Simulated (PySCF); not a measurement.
SMILES c1(cccs1)[SiH2][SiH2]O (C4H8OSSi2) at its GFN2-xTB optimised geometry (Å):

```
16

O     -1.4247    -3.9461     0.2202
Si    -0.4066    -2.6735     0.2002
Si    -1.6057    -0.7170    -0.0115
C     -0.4196     0.7334     0.0000
C      0.9448     0.7334     0.0000
C      1.5167     2.0234     0.0000
C      0.5762     3.0026     0.0002
S     -1.0171     2.3607    -0.0005
H     -2.0925    -4.0653     0.8879
H      0.4226    -2.7187     1.4157
H      0.4229    -3.0465    -0.9419
H     -2.4091    -0.6003    -1.2412
H     -2.5758    -0.4743     1.0765
H      1.5238    -0.1744     0.0005
H      2.5758     2.2121     0.0002
H      0.7172     4.0653     0.0012
```

Calculation: B3LYP/def2-TZVP (PySCF).

Map of the log10 of the electron density (e/bohr³), floored at −4 on the plane z = 1.5 Å:

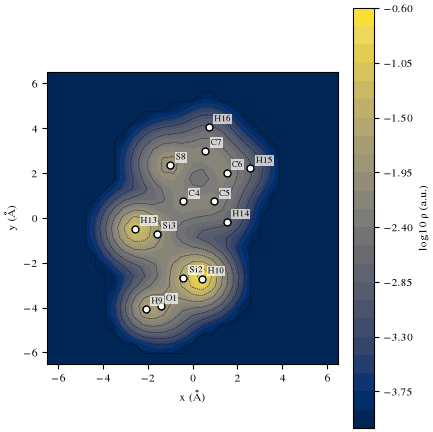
Log10 of the electron density (e/bohr³), floored at −4 on the plane z = 1.5 Å.
